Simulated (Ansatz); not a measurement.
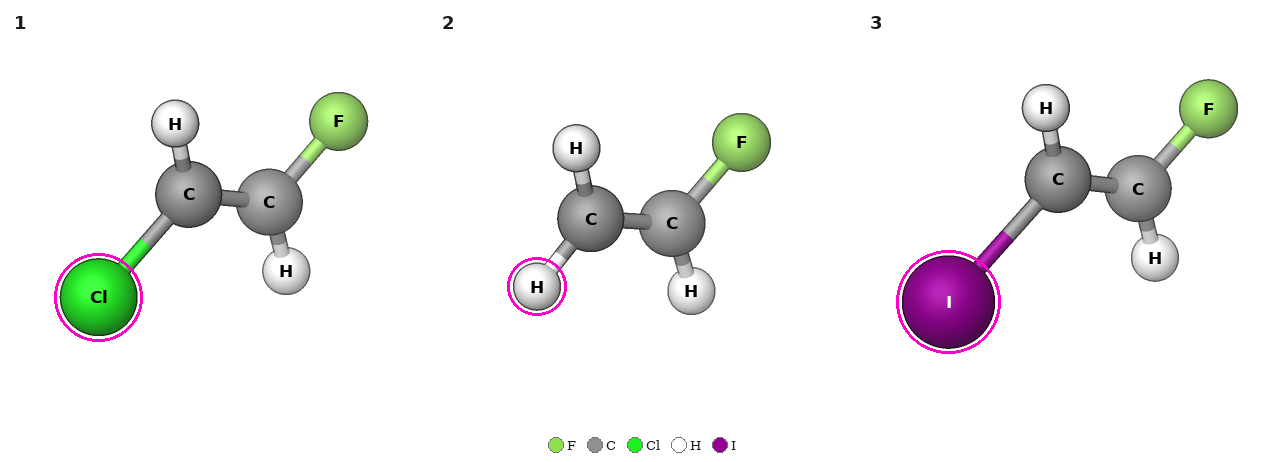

3 molecules with one skeleton, seen from the same side and at one scale; the atom that differs is circled. Each species is neutral and a spin singlet. Computed geometries: PBE0-D4/def2-TZVP optimisations, one conformation each. Properties computed with Ansatz 0.2.0. Elements past Kr carry core potentials.

One atom differs, called X below: Cl in panel 1, H in panel 2, I in panel 3. Their formulas are C2H2ClF (`F/C=C/Cl`), C2H3F (`C=CF`), C2H2FI (`F/C=C/I`).

Rank them by the HOMO energy (Kohn–Sham orbital), lowest first (ωB97M-V/def2-SVP).

Answer. 2 (H), 1 (Cl), 3 (I).

Rank them by the HOMO–LUMO gap, lowest first (ωB97M-V/def2-SVP).

Answer. 3 (I), 1 (Cl), 2 (H).

Give the values. With PBE0-D4/def2-TZVP: length of X–C (Å), angle X–C–H (°). With ωB97M-V/def2-SVP: HOMO energy (Kohn–Sham orbital) (eV), HOMO–LUMO gap (eV). With B3LYP-D4/def2-TZVPP: dipole moment (D).

```json
{"quantity": "length of X–C (Å)", "1 (Cl)": "1.713", "2 (H)": "1.081", "3 (I)": "2.065"}
{"quantity": "angle X–C–H (°)", "1 (Cl)": "116.0", "2 (H)": "119.2", "3 (I)": "116.2"}
{"quantity": "HOMO energy (Kohn–Sham orbital) (eV)", "1 (Cl)": "−9.47", "2 (H)": "−9.92", "3 (I)": "−9.08"}
{"quantity": "HOMO–LUMO gap (eV)", "1 (Cl)": "11.86", "2 (H)": "12.77", "3 (I)": "10.53"}
{"quantity": "dipole moment (D)", "1 (Cl)": "0.15", "2 (H)": "1.34", "3 (I)": "0.37"}
```
